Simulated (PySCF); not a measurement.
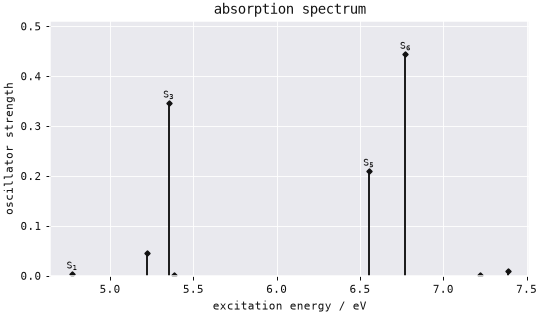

Computed absorption of C₇H₇N (4-vinylpyridine), SMILES C=Cc1ccncc1. Vertical TDDFT excitations, ωB97X-D/def2-SVPD in PySCF, at a GFN2-xTB geometry (no frequency check), gas phase. Only the first 8 singlet excitations are included.

### Does any vertical transition fall in the visible?

No singlet lies below 3.1 eV (beyond 400 nm), so at this level no vertical transition falls in the visible.

### List the transitions behind the spectrum.

| state | E (eV) | λ (nm) | f | main character |
| --- | --- | --- | --- | --- |
| S1 | 4.77 | 260 | 0.003 | HOMO−1 → LUMO (90 %) |
| S2 | 5.22 | 237 | 0.044 | HOMO−2 → LUMO (70 %) |
| S3 | 5.35 | 232 | 0.345 | HOMO → LUMO (92 %) |
| S4 | 5.39 | 230 | 0.000 | HOMO−1 → LUMO+1 (99 %) |
| S5 | 6.55 | 189 | 0.209 | HOMO → LUMO+1 (72 %) |
| S6 | 6.77 | 183 | 0.443 | HOMO−2 → LUMO+1 (82 %) |
| S7 | 7.22 | 172 | 0.000 | HOMO−4 → LUMO (93 %) |
| S8 | 7.39 | 168 | 0.009 | HOMO → LUMO+2 (88 %) |

Caveats: the tight-binding geometry is rougher than a DFT one and adds to the error; one conformer of a flexible molecule; core orbitals are frozen in the response.
